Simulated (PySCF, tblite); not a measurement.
**C3H10BCl2N: geometry, infrared bands and NMR shifts**

What infrared bands and NMR shifts should C3H10BCl2N (`CCC[B-]([NH3+])(Cl)Cl`) show?

Computed with tblite 0.8.0 and PySCF 2.14.0, with density-fitted response routines of our own, on a single molecule in the gas phase. Atoms count from 0, in the outputs and in this text.

### 1 Starting geometry

17 atoms, charge 0, multiplicity 1; geometry from: force field or distance geometry start.

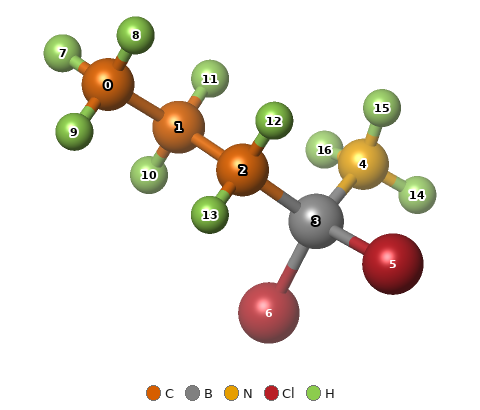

The starting geometry (carbon orange, boron grey, nitrogen amber, chlorine red, hydrogen green), atoms numbered; sticks join atoms by distance.

### 2 Geometry optimisation with GFN2-xTB

Job settings and geometry (Å):

```
{"job": {"kind": "relax", "xc": "GFN2-xTB", "basis": "xTB"}, "charge": 0, "multiplicity": 1}
C      2.299900     0.853900     0.017900
C      1.014300     0.204000     0.537000
C      0.041800    -0.089500    -0.591800
B     -1.305900    -0.861200    -0.125800
N     -2.042300    -0.095900     1.001200
Cl    -2.439700    -1.051200    -1.585900
Cl    -0.872600    -2.572100     0.484200
H      2.989000     1.065100     0.867600
H      2.054400     1.815200    -0.481000
H      2.797700     0.183600    -0.699200
H      1.293600    -0.747800     1.059200
H      0.551000     0.880500     1.290500
H     -0.273300     0.876000    -1.057100
H      0.539200    -0.705200    -1.373000
H     -2.989200    -0.505400     1.147900
H     -2.158900     0.908700     0.731100
H     -1.506100    -0.146600     1.893300
```

Started as:

```
$ OMP_NUM_THREADS=1 python probes_run.py task.json out
```

The driver reads the jobs from task.json and runs them one after another.

**Question.** This job is followed by: GFN2-xTB harmonic vibrations, gas phase; GIAO PBE0/pcSseg-1 NMR shielding, non-relativistic, gas phase. Predict these results of the whole session: strongest single infrared mode (GFN2-xTB); zero-point energy (GFN2-xTB); ¹³C shifts against TMS (PBE0/pcSseg-1); ¹H shifts against TMS (PBE0/pcSseg-1, means over atoms taken as alike); ¹¹B shifts against BF3·OEt2 (PBE0/pcSseg-1); ¹⁵N shifts against NH3 (PBE0/pcSseg-1); ³⁵Cl shifts against HCl (PBE0/pcSseg-1, means over atoms taken as alike); surface potential, least and greatest.

The runs gave:

| quantity | value |
| --- | --- |
| strongest single infrared mode (GFN2-xTB) | 1262 cm⁻¹, 276 km/mol |
| zero-point energy (GFN2-xTB) | 86.0 kcal/mol |
| ¹³C shifts against TMS (PBE0/pcSseg-1) | 32.8, 23.9, 19.9 ppm |
| ¹H shifts against TMS (PBE0/pcSseg-1, means over atoms taken as alike) | 3.29, 1.10, 1.09, 0.78 ppm |
| ¹¹B shifts against BF3·OEt2 (PBE0/pcSseg-1) | 3.1 ppm |
| ¹⁵N shifts against NH3 (PBE0/pcSseg-1) | 78.3 ppm |
| ³⁵Cl shifts against HCl (PBE0/pcSseg-1, means over atoms taken as alike) | 66 ppm |
| surface potential, least and greatest | -1.39 V and 2.86 V |

The optimisation took 32 steps and gained 0.249 eV; among the close pairs (by a distance rule), B3–N4 changed most, from 1.549 to 1.647 Å. All 45 modes are real, so the xTB geometry is a minimum. The strongest single mode, at 1262 cm⁻¹, moves mainly H14, H16 and H15. Unscaled tight-binding wavenumbers are off by several per cent, some by more. Its intensities can rank the bands wrongly. At PBE0/pcSseg-1: The widest tensor belongs to Cl5, Cl6: span 206 ppm, with a paramagnetic part of -264 ppm.
